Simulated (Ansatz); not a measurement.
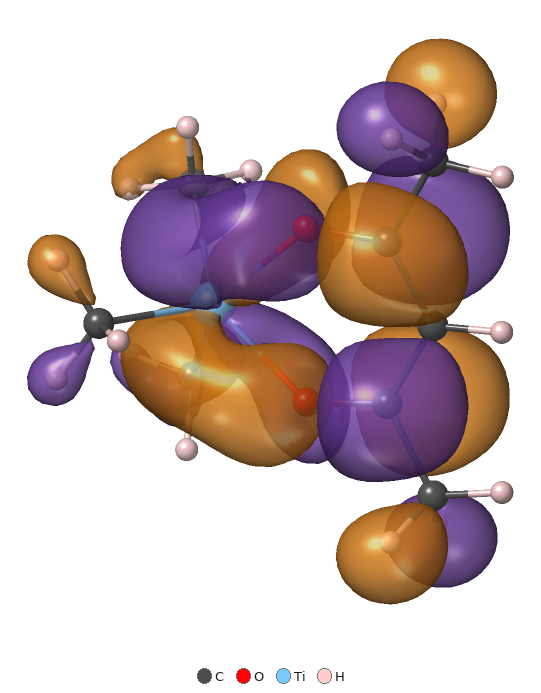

*C8H16O2Ti (SMILES CC1=CC(C)=[O+][Ti-]([CH3])([CH3])([CH3])[O]1). One frontier orbital at ±0.05 Å⁻³ᐟ² (orange and purple are the two phases), seen at a tilt.*

Geometry: PBE0-D4/def2-TZVP.

Method: RKS PBE0-D4/def2-TZVPP (Ansatz).

```yaml
atoms:
  - { symbol: C, position_ang: [0.1659, -2.6002, -2.1971] }
  - { symbol: C, position_ang: [-0.1944, -1.5911, -1.1553] }
  - { symbol: C, position_ang: [-1.3568, -1.7318, -0.3995] }
  - { symbol: C, position_ang: [-1.7795, -0.7274, 0.4694] }
  - { symbol: C, position_ang: [-3.1056, -0.8173, 1.1528] }
  - { symbol: O, position_ang: [-1.0980, 0.3157, 0.7109] }
  - { symbol: Ti, position_ang: [0.7049, 1.0098, 0.1542] }
  - { symbol: C, position_ang: [0.8612, 1.5524, 2.1696] }
  - { symbol: C, position_ang: [0.4962, 2.7357, -0.9588] }
  - { symbol: C, position_ang: [2.7413, 0.5333, 0.2360] }
  - { symbol: O, position_ang: [0.6012, -0.6098, -1.0319] }
  - { symbol: H, position_ang: [1.1542, -3.0084, -1.9723] }
  - { symbol: H, position_ang: [0.2389, -2.1024, -3.1671] }
  - { symbol: H, position_ang: [-0.5588, -3.4105, -2.2574] }
  - { symbol: H, position_ang: [-1.9901, -2.5921, -0.5602] }
  - { symbol: H, position_ang: [-3.6365, -1.7358, 0.9080] }
  - { symbol: H, position_ang: [-2.9559, -0.7565, 2.2333] }
  - { symbol: H, position_ang: [-3.7146, 0.0434, 0.8655] }
  - { symbol: H, position_ang: [1.7001, 2.2364, 2.3241] }
  - { symbol: H, position_ang: [-0.0759, 2.0492, 2.4455] }
  - { symbol: H, position_ang: [0.9942, 0.6782, 2.8136] }
  - { symbol: H, position_ang: [-0.3027, 2.6374, -1.7011] }
  - { symbol: H, position_ang: [1.4376, 2.9519, -1.4762] }
  - { symbol: H, position_ang: [0.2608, 3.5726, -0.2918] }
  - { symbol: H, position_ang: [3.3176, 1.3597, 0.6610] }
  - { symbol: H, position_ang: [2.9224, -0.3668, 0.8304] }
  - { symbol: H, position_ang: [3.0706, 0.3441, -0.7921] }
```

**Which orbital is it: HOMO or LUMO?**

The LUMO, at −1.83 eV. Its weight (Hirshfeld) is mainly on C2 (about 20 %), C4 (about 20 %), Ti7 (about 15 %), O6 (about 10 %), O11 (about 10 %) and C3 (about 5 %).
